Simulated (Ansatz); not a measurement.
# SnSe2: pressure series

The reference is SnSe2 in the CdI2 type structure (space group P-3m1, No. 164; a = 3.8403 Å, c = 6.0057 Å; layered, stacked along the Cartesian z axis).

Cell and atoms are relaxed at each pressure.

Level of theory: PBE-D3(BJ)/PAW in Ansatz (an electronic-structure program), no spin-orbit coupling.

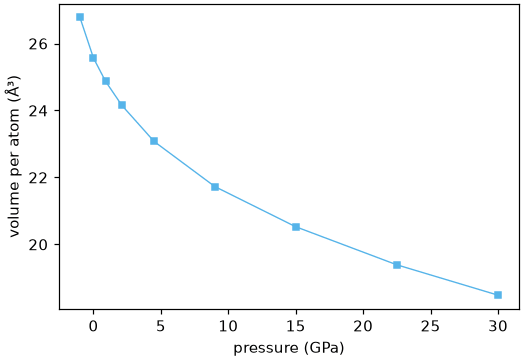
*Volume per atom against pressure*

Task: From the plot, what is the volume per atom for pressure 30 GPa?

Result: About 18.5 Å³.

Task: Is the trend monotonic over the range shown?

Result: Yes, it falls throughout, spanning 18.48 Å³ to 26.78 Å³.

A case with no gap was solved on a k-mesh chosen for an insulator, which is coarse for it. Load acts through the strain it causes; cell and atoms are relaxed under it. Stability against distortions was not tested. Competing high-pressure phases were not computed. All final runs are without spin polarisation.
